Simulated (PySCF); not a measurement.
## Electronic structure of C3H11GaOSi (SMILES C[O][GaH][CH2][SiH2]C) in real space

```xyz
17

C     2.8272   -1.2795    0.4320
O     2.0500   -0.1213    0.6210
Ga    0.8984    1.1488    0.4960
C    -0.4756    1.2834   -1.0016
Si   -2.1457    0.6059   -0.3853
C    -1.7979   -0.7010    0.9516
H     2.2327   -2.0859   -0.0058
H     3.6683   -1.0631   -0.2323
H     3.2168   -1.6146    1.3972
H     1.1777    2.0641    1.7199
H    -0.1056    0.6820   -1.8373
H    -0.5871    2.3090   -1.3542
H    -2.8836   -0.0166   -1.4968
H    -2.9500    1.6967    0.1891
H    -1.1864   -1.5093    0.5528
H    -1.2414   -0.2486    1.7776
H    -2.7046   -1.1378    1.3596
```

Geometry: GFN2-xTB.

Method: PySCF 2.14.0, CAM-B3LYP/def2-SVPD, SCF density, gas phase.

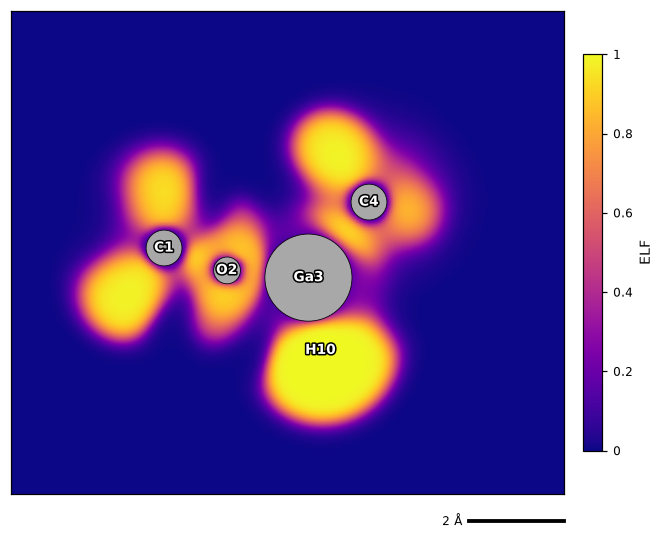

Figure 1. Electron localisation function on the plane of atoms O2, Ga3 and H10. Grey discs cover the atomic cores.

> Describe what can be read from this map.

- The plane passes through C, O, Ga and H nuclei.
- C–O (1.41 Å): the ELF peaks at about 0.90 between the atoms; a polar covalent bond.
- Ga–O (1.72 Å): the ELF peaks at about 0.80 in the valence shell of O, 0.5 Å from its nucleus, and is about 0.15 at the midpoint.
- C–Ga (2.04 Å): the ELF peaks at about 0.90 in the valence shell of C, 0.7 Å from its nucleus, and is about 0.60 at the midpoint.
- Ga–H (1.55 Å): the ELF climbs to about 1 towards the hydrogen.
- The ELF also peaks beside O2, away from the bonds: lone-pair regions.

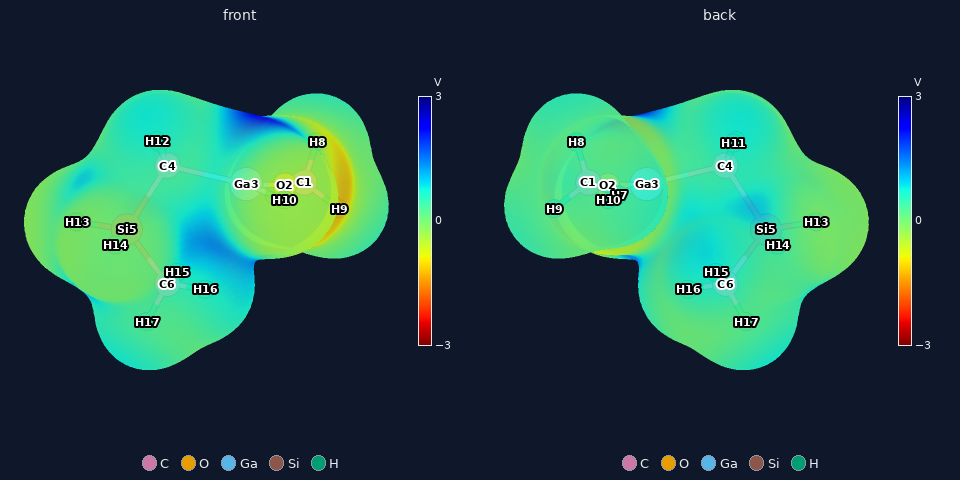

Figure 2. The molecular electrostatic potential painted on the density surface at 0.002 e/bohr³, seen from the front and from behind; the colour scale runs from red (negative) to blue (positive).

> Which sites attract a positive test charge, and which a negative one?

A positive charge is drawn to the negative regions and a negative charge to the positive ones. The most negative region (about −1.2 V, or −28 kcal/mol for a unit charge) lies over O2, the most positive (about +2.1 V, or +48 kcal/mol for a unit charge) over Ga3. O2 is the likeliest acceptor of a hydrogen bond.

> What dipole moment does the calculation give?

Its dipole moment is 0.96 D.
